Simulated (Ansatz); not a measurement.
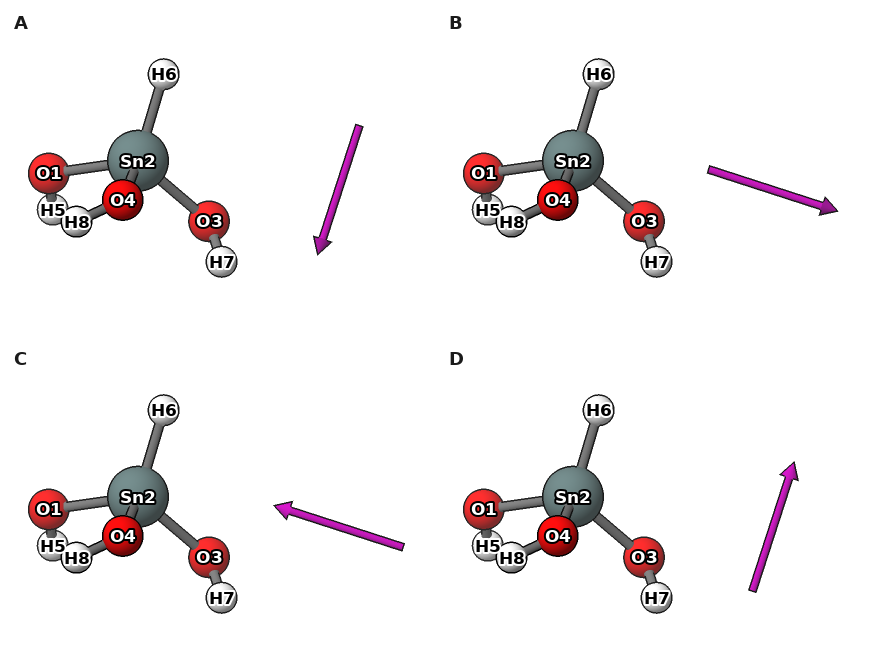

The same molecule four times, each with an arrow. The computed structure is the end point of a PBE0-D4/def2-TZVP optimisation. Method: RKS ωB97M-V/def2-TZVPP, core potentials on Sn (Ansatz 0.2.0).

Question: Which arrow points along the dipole moment, from the negative to the positive end?

Answer: A. The dipole moment is 0.60 D; it points from the side of H6 to the side of H5, H7, H8 (the outermost atoms at the two ends).
